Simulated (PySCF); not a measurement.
## A study: C4H4O, SMILES `c1ccoc1`

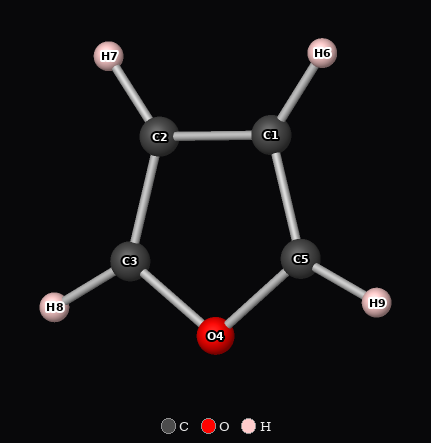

The molecule, with its atoms numbered as below. No frequency check shows the geometry to be a minimum.

Cartesian coordinates (Å):

```
C1      -0.7009   -0.9611    0.0000
C2       0.7160   -0.9502    0.0000
C3       1.0768    0.3608    0.0000
O4      -0.0096    1.1509    0.0000
C5      -1.0818    0.3441    0.0000
H6      -1.3393   -1.8204    0.0000
H7       1.3677   -1.7995    0.0000
H8       2.0350    0.8412    0.0000
H9      -2.0474    0.8097    0.0000
```

## 1. Magnetic shielding

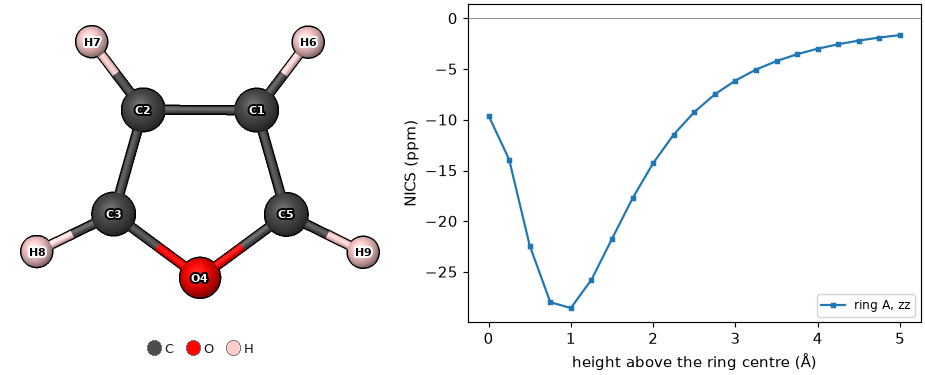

GIAO NICS scans along the ring normals; ring A: 5-membered ring C1/C2/C3/O4/C5.

Level of theory: PBE0/6-311G** (PySCF), at a geometry from GFN2-xTB.

Read the scans.

Answer. Ring A is strongly diatropic (aromatic): NICSzz reaches −28.6 ppm at 1.00 Å; NICS(0) = −12.9, NICS(1) = −10.6, NICS(1)zz = −28.6 ppm.

What absolute proton shieldings does the same calculation give?

Answer. From 24.5 ppm (H8 and H9) to 25.4 ppm (H6 and H7).

## 2. The π system

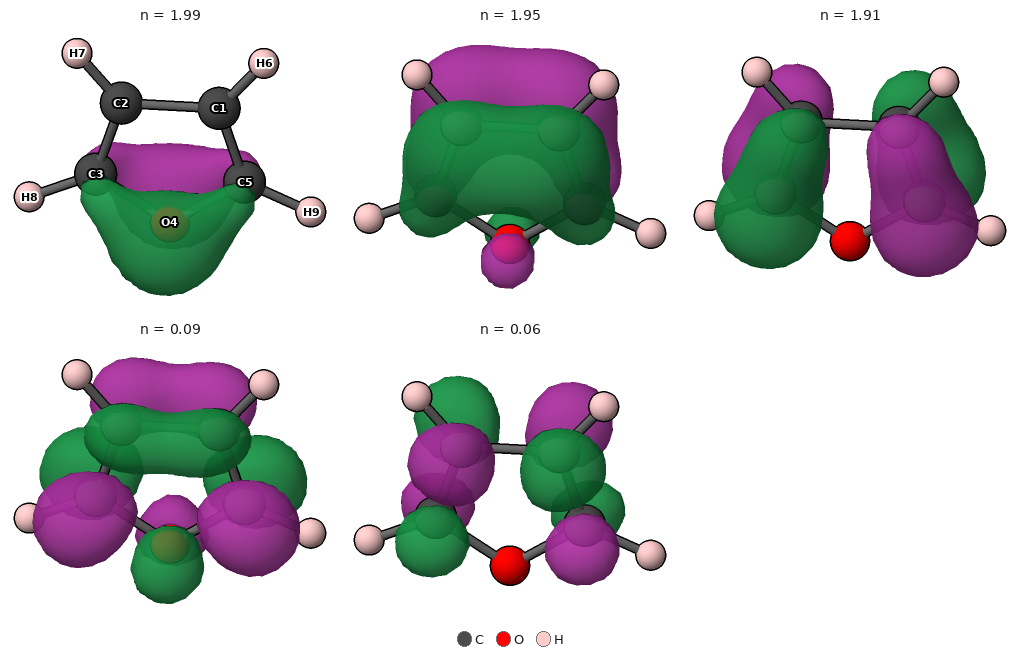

Natural orbitals of the π active space, CASSCF(6,5), singlet state, in order of falling occupation.

Method: def2-SVP basis; geometry: GFN2-xTB; program: PySCF.

How multiconfigurational is the state?

Answer. The leading determinant weighs 0.93; the effective number of unpaired electrons, Σ n²(2−n)², is 0.08; the most occupied of the weakly occupied orbitals holds 0.09 e, as in an ordinary closed-shell π system. The active space lowers the energy by 1.42 eV against Hartree–Fock.

Where does the lowest triplet lie relative to the singlet, at this geometry and within this active space?

Answer. 4.57 eV above it by strongly contracted NEVPT2 (+4.08 eV by CASSCF); a small basis tends to put such gaps a few tenths of an eV too high. This is a vertical energy for π states alone; a state that uses lone pairs or σ orbitals may lie lower.

## 3. Stretching a bond

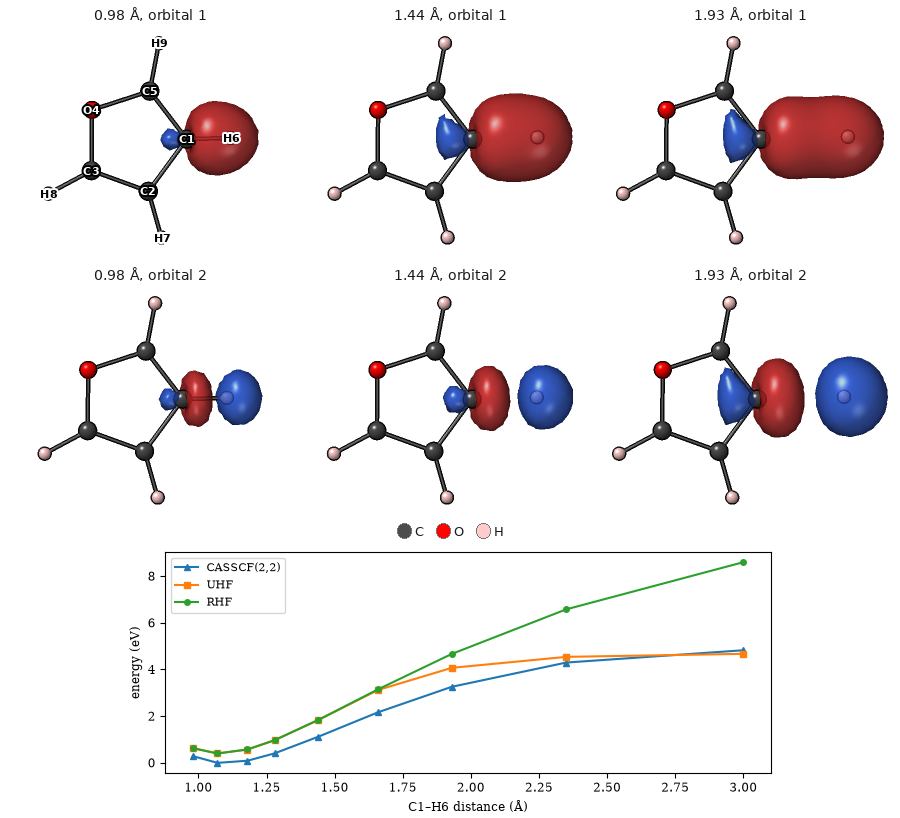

Rigid stretch of the C1–H6 bond. The two CASSCF(2,2) natural orbitals nearest half filling (orbital 1 the more occupied). Below: energies along the scan, from the lowest point of the three curves.

Level of theory: def2-SVP basis (PySCF), at a geometry from GFN2-xTB.

How do the occupations change along the stretch?

Answer. 0.98 Å: 1.99 and 0.01; 1.44 Å: 1.95 and 0.05; 1.93 Å: 1.82 and 0.18. At the longest distance computed (3.00 Å) they are 1.28 and 0.72, and the effective number of unpaired electrons is 1.7.

UHF's ⟨S²⟩ passes 1 along the scan (up to 1.31), so it also polarises electrons outside the stretched bond; its energy lowering isn't due to that bond alone.

UHF already breaks spin symmetry near equilibrium here (⟨S²⟩ = 0.04 at 1.07 Å), for reasons apart from this bond.

How much energy does the stretch cost?

Answer. By CASSCF, 4.8 eV from the lowest point of the scan (1.07 Å) to 3.00 Å; RHF gives 8.2 eV from its own lowest point. The fragments aren't relaxed and dynamic correlation is missing, so this isn't a bond dissociation energy.

The PySCF runs shown took 23 s, 19 s and 4.4 min on 1 thread of Arm Neoverse V1, with other jobs on the host.
